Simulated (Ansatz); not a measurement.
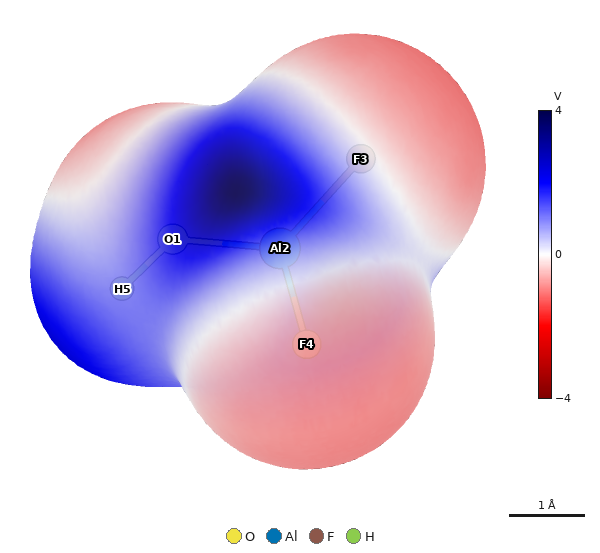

AlF2HO. The molecular electrostatic potential painted on the density surface at 0.001 e/bohr³, seen at a tilt; red is negative and blue positive.

Geometry: PBE0-D4/def2-TZVP.

All numbers below come from Ansatz, RKS PBE0-D4/def2-TZVPP.

Input

```
crystal:
  periodic: [false, false, false]
  atoms:
    - {symbol: O, position_ang: [0.004546, 1.227001, 0.002435]}
    - {symbol: Al, position_ang: [0.185689, -0.435246, 0.092061]}
    - {symbol: F, position_ang: [1.487426, -1.050604, 0.862617]}
    - {symbol: F, position_ang: [-0.897938, -1.471808, -0.566696]}
    - {symbol: H, position_ang: [-0.729923, 1.657057, -0.431816]}
basis:
  gaussian: {orbitals: def2-TZVPP}
hamiltonian: {xc: pbe0, dispersion: d4}
output: {orbitals: {seedname: orbitals}}
```

Command:

```sh
ansatz run in.yaml --threads 2 --pin off --events-out ev --progress --plain --max-ram 22528MiB --backend cpu
```

**Where is the surface potential most negative and most positive?**

The most negative region (about −1.0 V) lies over O1 and F3, the most positive (about +3.7 V) over Al2.
